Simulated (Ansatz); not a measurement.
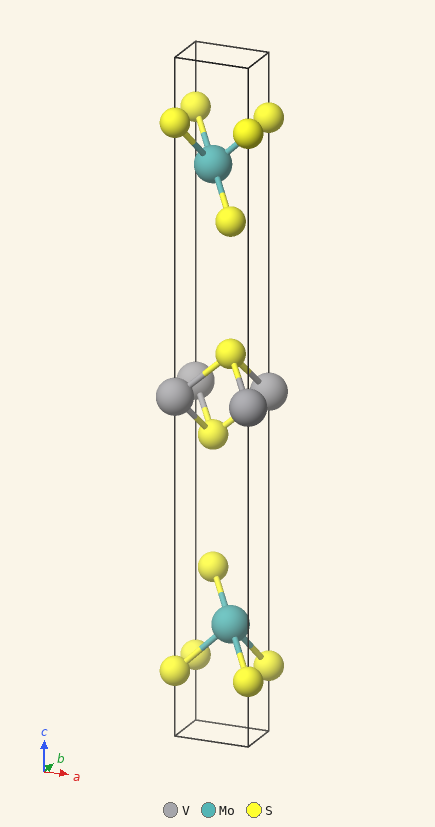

This ball-and-stick model is shown slightly off an axis. Thin lines show the simulation cell, with boundary atoms drawn in all their periodic places.

```
CELL_PARAMETERS angstrom
3.18741 0.00000 0.00000
-1.59370 2.76038 0.00000
0.00000 0.00000 22.23394
ATOMIC_POSITIONS crystal
V 0.00000 0.00000 0.50000
Mo 0.33333 0.66667 0.83236
Mo 0.66667 0.33333 0.16764
S 0.66667 0.33333 0.76097
S 0.00000 0.00000 0.09624
S 0.33333 0.66667 0.43405
S 0.66667 0.33333 0.56595
S 0.00000 0.00000 0.90376
S 0.33333 0.66667 0.23903
```

All computed values are from DFT PBE, scalar-relativistic, plane waves, PAW (Ansatz). Settings: a 420 eV plane-wave basis, a 12×12×2 sampling of the Brillouin zone, Gaussian smearing of 0.1 eV, collinear spins.

Question: Give the Bader charge of each element.

Answer: V +1.45 e; Mo +1.29 e; S -0.73 to -0.64 e.

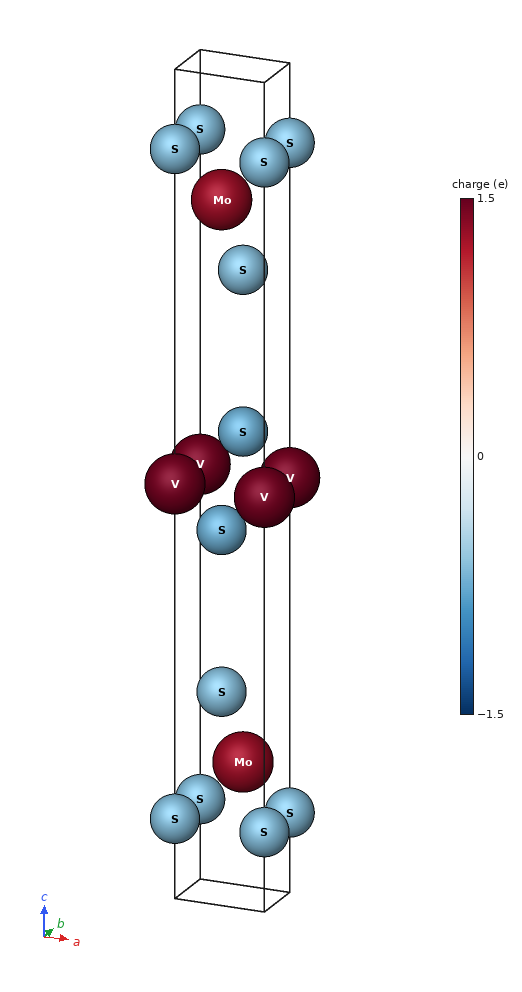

The atoms coloured by those charges.

The structure was taken from a structure type filled with these elements by a generator (whether the compound takes this form wasn't checked). Earlier steps of the study may have refined or changed the cell and positions. It went into a calculation with Ansatz.
